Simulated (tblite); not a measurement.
# C4H8N2SeSi: the cost of one run

Computed with tblite 0.8.0 and PySCF 2.14.0, with density-fitted response routines of our own, on a single molecule in the gas phase. Atoms are numbered from 0 throughout.

## (1) Starting geometry

16 atoms, charge 0, multiplicity 1; geometry from: force field or distance geometry start.

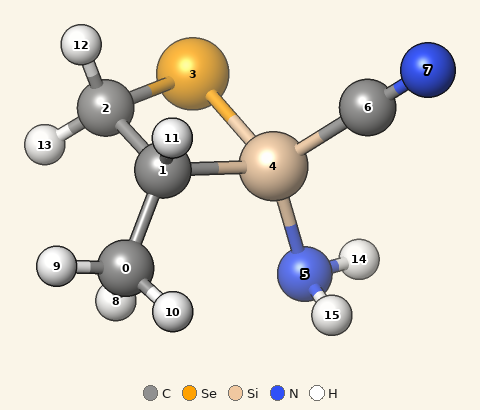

As it starts; carbon grey, selenium orange, silicon light orange, nitrogen blue, hydrogen white, atoms numbered.

## (2) Relaxing the molecule with GFN2-xTB

Job settings and geometry (Å):

```
{"job": {"kind": "relax", "xc": "GFN2-xTB", "basis": "xTB"}, "charge": 0, "multiplicity": 1}
C     -1.497400    -0.704700     0.684900
C     -0.506500     0.452400     0.598600
C     -0.964200     1.595600    -0.301000
Se     0.419900     1.667000    -1.704800
Si     1.034600    -0.014000    -0.317900
N      0.954100    -1.616700    -1.118700
C      2.583100     0.305400     0.568700
N      3.574000     0.507700     1.149000
H     -1.763700    -1.076200    -0.327400
H     -2.436500    -0.355000     1.194000
H     -1.080200    -1.540000     1.275800
H     -0.247400     0.816200     1.625200
H     -1.001100     2.562200     0.261100
H     -1.959700     1.403200    -0.771800
H      1.778800    -1.666600    -1.754300
H      1.104700    -2.327400    -0.354700
```

On the command line:

```bash
OMP_NUM_THREADS=1 python probes_run.py task.json out
```

One launch serves the whole session: the jobs run in the order shown.

Q: Estimate the wall time and peak memory of this first job on 1 thread of Arm Neoverse N1, shared host.

About 2.3 s, with a peak of 0.18 GiB.
